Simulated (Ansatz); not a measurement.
A computed series for LiF: pressure series

Base system: LiF in the rock salt structure (space group Fm-3m, No. 225).

```
LiF
1.0
    0.00000     1.99510     1.99510
    1.99510     0.00000     1.99510
    1.99510     1.99510     0.00000
F Li
1 1
Cartesian
  0.00000   0.00000   0.00000
  1.99510   1.99510   1.99510
```

Cell and atoms are relaxed at each pressure.

Calculations: DFT with r2SCAN, PAW potentials and a 500 eV plane-wave cutoff in Ansatz (a program for electronic structure), without spin-orbit coupling.

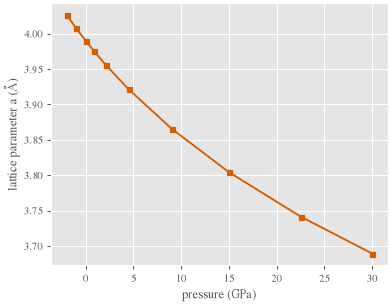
Lattice parameter a against pressure

Task: From the plot, what is the lattice parameter a for pressure 15 GPa?

Result: About 3.80 Å.

Task: Is the trend monotonic over the range shown?

Result: Yes, it falls throughout, spanning 3.689 Å to 4.027 Å.

Load acts through the strain it causes; cell and atoms are relaxed under it. Stability against distortions was not tested. Competing high-pressure phases were not computed.
